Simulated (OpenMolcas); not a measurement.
# [CSO3F3]− (SMILES [O-]S(=O)(=O)C(F)(F)F): UPBE/ANO-R1 (sfX2C, RICD fitting, scramble 0.25)

We compute the energy along one coordinate of [CSO3F3]−. 

The results are computed with OpenMolcas 26.06.

2 further runs of the same task are left out: 2 set aside as unsound or not needed.

## 1. The structure to begin with

[CSO3F3]−: 8 atoms, total charge -1, spin state singlet. As SMILES, `[O-]S(=O)(=O)C(F)(F)F`. The coordinates come from a PBE0-D4/def2-TZVPD relaxation.

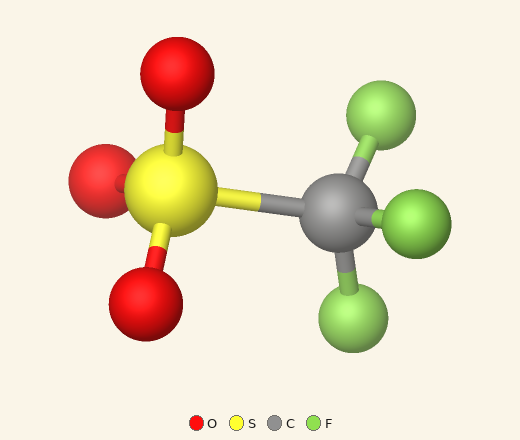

Viewed from a chosen angle; oxygen red, sulfur yellow, carbon grey, fluorine green.

## 2. An energy scan at UPBE/ANO-R1 (sfX2C, RICD fitting, scramble 0.25)

The input, point1.xyz:

```xyz
8
R = 5.56
O      1.458606    -4.969946     0.563760
S      2.425226    -4.031316     0.037010
O      3.532836    -3.718896     0.913620
O      2.763876    -4.202386    -1.359030
C     -0.440870     0.732840    -0.006730
F     -0.854330     1.079580     1.221330
F      0.292430     1.753940    -0.474640
F     -1.534870     0.651830    -0.778680
```

The input, mol.input:

```
&GATEWAY
 Coord
 point1.xyz
 Basis
 ANO-R1
 Group
 NoSym
 RICD

&SEWARD

&SCF
 UHF
 Charge
 -1
 KSDFT
 PBE
 Scramble
 0.25
 PrOrbitals
 0
>>> ForEach K in (1, 2, 3, 4, 5, 6, 7, 8, 9)

&GATEWAY
 Coord
 $CurrDir/point$K.xyz
 Basis
 ANO-R1
 Group
 NoSym
 RICD

&SEWARD

&SCF
 UHF
 Charge
 -1
 KSDFT
 PBE
 PrOrbitals
 0
 FileOrb
 $Project.UhfOrb
>>> EndDo
```

On the command line:

```bash
$ export MOLCAS_MEM=1860
$ pymolcas mol.input > mol.log
```

Standard output:

```text
--- Start Module: gateway ---
[...]
--- Stop Module: gateway /rc=_RC_ALL_IS_WELL_ ---
[...]
--- Start Module: seward ---
[...]
      Basis functions          116
--- Stop Module: seward /rc=_RC_ALL_IS_WELL_ ---
[...]
--- Start Module: scf ---
[...]
       Convergence after  43 Iterations
[...]
::    Total KS-DFT energy                            -962.4730531758
[...]
       Convergence after  10 Iterations
[...]
::    Total KS-DFT energy                            -962.5643831482
[...]
      Total spin, S                                    -0.0000000000
[...]
      Total electronic charge=   74.000000
      Total            charge=   -1.000000
[...]
      Dipole Moment (debye):
      Origin of the operator (angstrom)=   -0.0266    0.0441   -0.0004
                   X= -2.1120E+00               Y=  3.5105E+00               Z= -3.2190E-02           Total=  4.0970E+00
      Center of Charge (angstrom)
[...]
--- Stop Module: scf /rc=_RC_ALL_IS_WELL_ ---
[...]
```

Wall time 5.3 min (1 thread of Intel Xeon Platinum 8259CL at 2.50GHz (Skylake/Cascade Lake), shared host); peak memory 0.1 GiB.

The scan, from its lowest point:

| C5–S2 (Å) | energy (kJ/mol) |
| --- | --- |
| 5.560 | 281.8 |
| 4.448 | 275.7 |
| 3.707 | 257.3 |
| 3.151 | 212.4 |
| 2.687 | 139.8 |
| 2.317 | 65.5 |
| 2.039 | 13.5 |
| 1.853 | 0.0 |
| 1.668 | 42.1 |

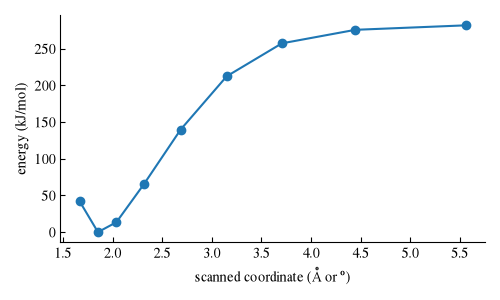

Energy along the scan.

## 3. Summary of results

At UPBE/ANO-R1 (sfX2C, RICD fitting, scramble 0.25):

| quantity | value |
| --- | --- |
| lowest energy of the scan | -962.58040 Eh |
